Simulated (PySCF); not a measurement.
**Run report: TaOF2, frequency calculation**

TaOF2, multiplicity 2, computed with UKS-based PBE0, Ta def2-TZVP with ECP60, O def2-TZVP, F def2-TZVP; non-relativistic Hamiltonian with a scalar-relativistic core potential; density fitting (PySCF 2.14.0).

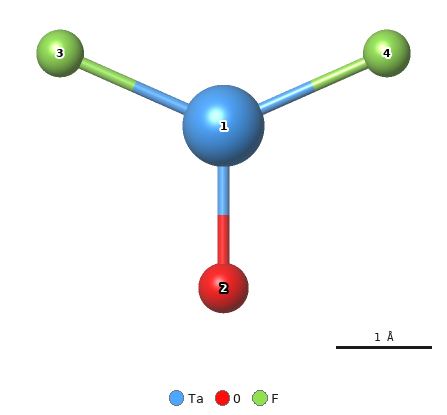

Fig. 1: The structure as given in the input (ball-and-stick view, seen on its broad side; atoms are numbered from 1 in the order of the input). Sticks mark near contacts.

**Summary**

- outcome: converged
- total energy: −331.945673 hartree
- ⟨S²⟩: 0.755
- zero-point energy: 0.006398 hartree
- dipole moment: 2.03 D
- wavenumbers, lowest and highest: 9 and 1027 cm⁻¹
- hardware: 4 threads of Arm Neoverse V2, 112 GiB of memory available, shared host
- wall time: 62 s (CPU time 3.5 min)
- peak memory: 1.4 GiB

**Notes**

Checks after the run noted: a mode under 25 cm-1 is near the numerical noise.

**Input**
```python
from pyscf import gto, scf, dft
mol = gto.M(atom='''
Ta     0.000000     0.000000    -0.010510
O      0.000001     0.000000    -1.719709
F     -1.719438     0.000000     0.751653
F      1.719437     0.000000     0.751655''',
    basis={'Ta': 'def2-TZVP', 'O': 'def2-TZVP', 'F': 'def2-TZVP'},
    ecp={'Ta': 'def2-TZVP'},
    charge=0, spin=1)
mf = dft.UKS(mol, xc='PBE0')
mf.grids.atom_grid = (75, 302)
aux = {'Ta': 'def2-universal-JKFIT', 'O': 'def2-universal-JKFIT', 'F': 'def2-universal-JKFIT'}
mf = mf.density_fit(auxbasis=aux)
mf.conv_tol = 1e-09
mf.diis_space = 10
mf.max_cycle = 60
mf.verbose = 4
mf.kernel()
```

The script is an equivalent of the set-up of the self-consistent field. The run itself was carried out by a driver, which started from the orbitals of the step before it where there was one and computed the further properties.

Command:
```bash
OMP_NUM_THREADS=4 python axn.py task.json out
```

**What the program printed**
```
init E= -331.945673260245
  alpha nocc = 20  HOMO = -0.265054077909596  LUMO = -0.0734767282134214
  beta  nocc = 19  HOMO = -0.363733508860335  LUMO = -0.122383393498705
  HOMO = -0.26505407791  LUMO = -0.122383393499  gap/eV = 3.88227
cycle= 1 E= -331.945673260243  delta_E= 1.59e-12  |g|= 7.46e-07  |ddm|= 5.07e-07
  alpha nocc = 20  HOMO = -0.265054147572293  LUMO = -0.0734768369084513
  beta  nocc = 19  HOMO = -0.363733206101015  LUMO = -0.122383460373889
  HOMO = -0.265054147572  LUMO = -0.122383460374  gap/eV = 3.88227
Extra cycle  E= -331.945673260242  delta_E= 1.59e-12  |g|= 2.12e-06  |ddm|= 1.29e-06
converged SCF energy = -331.945673260242  <S^2> = 0.75513173  2S+1 = 2.0051252
```

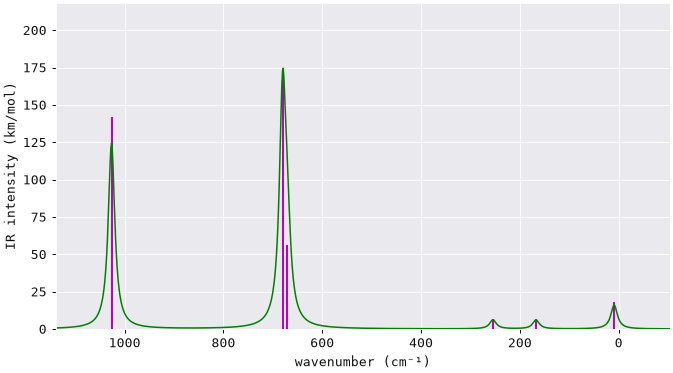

Fig. 2: Harmonic infrared spectrum, unscaled: sticks (degenerate modes added up, dark ones marked on the axis) with a Lorentzian envelope of 16 cm⁻¹ full width, scaled to the tallest stick. 6 modes from 9 to 1027 cm⁻¹, none imaginary. The strongest line is at 680 cm⁻¹ (175 km/mol). All modes, in cm⁻¹ (km/mol): 9 (18.3), 167 (6.7), 254 (6.9), 671 (56), 680 (175), 1027 (142).
